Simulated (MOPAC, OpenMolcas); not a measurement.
# CH4ClGe (SMILES [CH3][GeH][Cl]): the dipole moment, rung by rung

CH4ClGe: 7 atoms, total charge 0, spin state doublet. SMILES: `[CH3][GeH][Cl]`. Geometry: relaxed at PBE0-D4/def2-TZVP.

```xyz
7

C    -0.7331    0.4384   -0.2619
Ge    0.7054   -0.8855   -0.1831
Cl    1.0170   -1.3617    1.9095
H    -0.4334    1.3145    0.3173
H    -1.6462    0.0214    0.1608
H    -0.9099    0.7294   -1.2982
H     2.0614   -0.3245   -0.6901
```

Each level gives the dipole moment (D). The values are calculated.

```csv
level,kind,program,value (D),CPU time
AM1,semi-empirical,MOPAC,2.52,under 2 s
UHF/def2-SVP,Hartree–Fock,OpenMolcas,2.60,7.8 s
USVWN5/def2-SVP,LDA,OpenMolcas,2.13,23 s
UPBE/def2-SVP,GGA,OpenMolcas,2.15,32 s
UM06-L/def2-SVP,meta-GGA,OpenMolcas,2.40,45 s
UTPSS/def2-SVP,meta-GGA,OpenMolcas,2.26,43 s
UPBE0/def2-SVP,global hybrid,OpenMolcas,2.33,36 s
```

All-electron rows without a relativistic Hamiltonian named are non-relativistic. The values span 2.13 to 2.60 D. Magnitudes only. CPU times are rough (shared hosts, several kinds of processor): they show what a rung costs within a factor of a few.

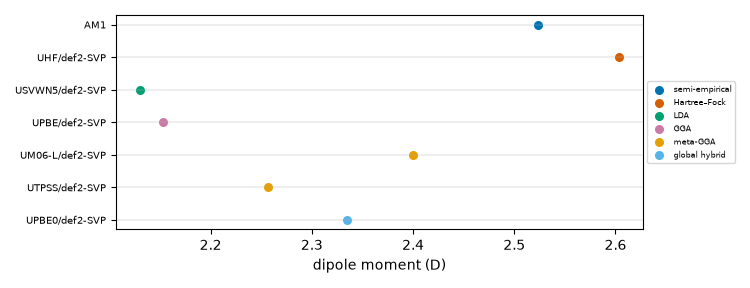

The values of the table, level by level.
